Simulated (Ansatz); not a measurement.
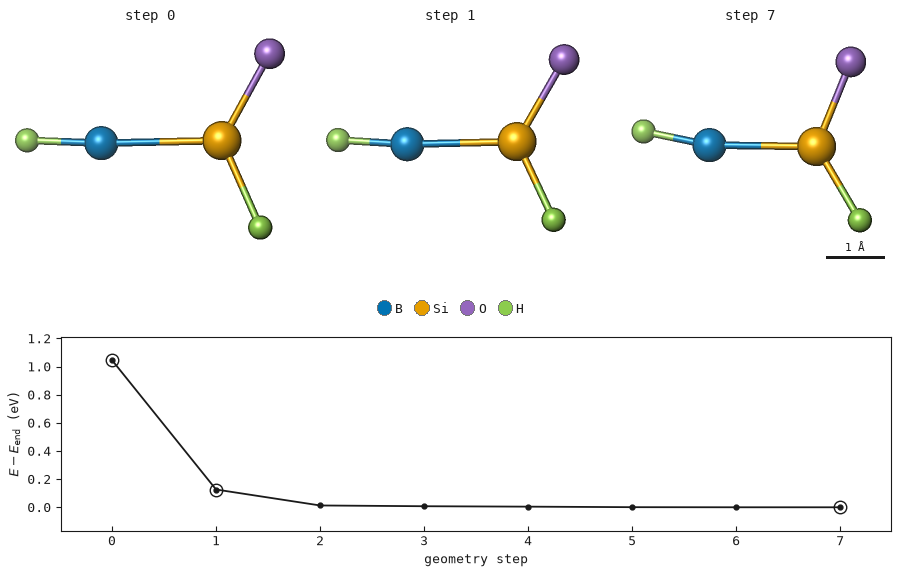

Frames of a relaxation of BSiH₂O (multiplicity 2), marked on the history of the run. Style: ball-and-stick. Shown at a tilt.

It is one of the separated reactants of a reaction.

Level of theory: Ansatz 0.2.0, UKS PBE-D4/def2-SVP.

The input:
```yaml
crystal:
  periodic: [false, false, false]
  atoms:
    - {symbol: B, position_ang: [-1.056717, -0.790060, -0.162704]}
    - {symbol: Si, position_ang: [0.656174, 0.474022, 0.103727]}
    - {symbol: O, position_ang: [0.527628, 2.153475, -0.200105]}
    - {symbol: H, position_ang: [-2.152156, -1.506997, -0.347702]}
    - {symbol: H, position_ang: [2.025071, -0.330441, 0.606783]}
basis:
  gaussian: {orbitals: def2-SVP}
magnetization: {spin_polarized: true, initial_magnetization: 1}
hamiltonian: {xc: pbe, dispersion: d4}
relax: {f_tol: 0.03, max_steps: 250}
```

Launched with:
```bash
ansatz run in.yaml --threads 2 --pin off --events-out ev --progress --plain --max-ram 4352MiB
```

Question: Describe the path.

Answer: Over 7 geometry steps the energy falls by 1.046 eV. Largest force component: 4.6 eV/Å at the start, 0.019 eV/Å at the end. The largest move after the best rigid fit is that of O3, 0.36 Å. By element the largest moves are O 0.36 Å, H 0.33 Å, B 0.15 Å, Si 0.14 Å. Among the contacts that change: B1–Si2 2.145 → 1.906 Å, Si2–H5 1.666 → 1.504 Å, Si2–O3 1.712 → 1.575 Å, B1–H4 1.322 → 1.202 Å. Bond angles that change, for instance: B1–Si2–O3 119.7° → 110.9°, B1–Si2–H5 114.1° → 122.7°, Si2–B1–H4 176.7° → 169.4°. Cost: 12 s on 2 threads of Arm Neoverse V1, with other jobs on the host. From step 0 to 1: H4 moves most (0.20 Å), energy −0.920 eV. From step 1 to 7: O3 moves most (0.24 Å), energy −0.126 eV.

```tsv
step	E − E(0), eV	largest force component, eV/Å
0	0.0000	4.6451
1	-0.9197	2.4803
2	-1.0331	0.2866
3	-1.0385	0.0738
4	-1.0415	0.0696
5	-1.0452	0.1594
6	-1.0460	0.0392
7	-1.0460	0.0190
```
